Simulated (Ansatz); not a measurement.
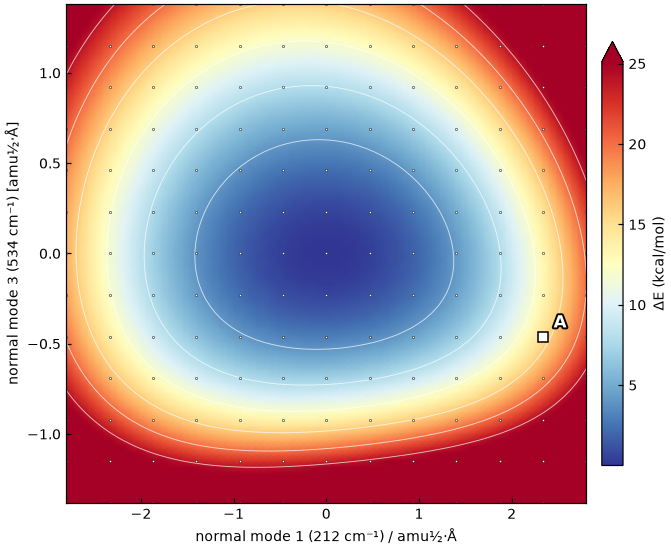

AlClFH, SMILES [F][AlH][Cl]. First axis: normal mode 1 (212 cm⁻¹). Second axis: normal mode 3 (534 cm⁻¹). Nothing is relaxed (straight displacements along the two mass-weighted modes). Grid: 13 × 13 points. Points are written as (first, second). All energies are given in kcal/mol relative to the lowest grid point. Theory: RHF-MP2, frozen core/def2-TZVP in Ansatz.

Drawn: a smooth colour map with a few white contour lines, dots at the grid points, one colour for all values above the top of the scale, the point A. Between grid points the surface is interpolated.

Which way does the force act at A, and how strong is it?

A, at (2.34 amu½·Å, −0.46 amu½·Å), is not a stationary point. The computed force is 12 kcal/mol for each amu½·Å towards smaller values of normal mode 1 (212 cm⁻¹) and 12 kcal/mol for each amu½·Å towards larger values of normal mode 3 (534 cm⁻¹).
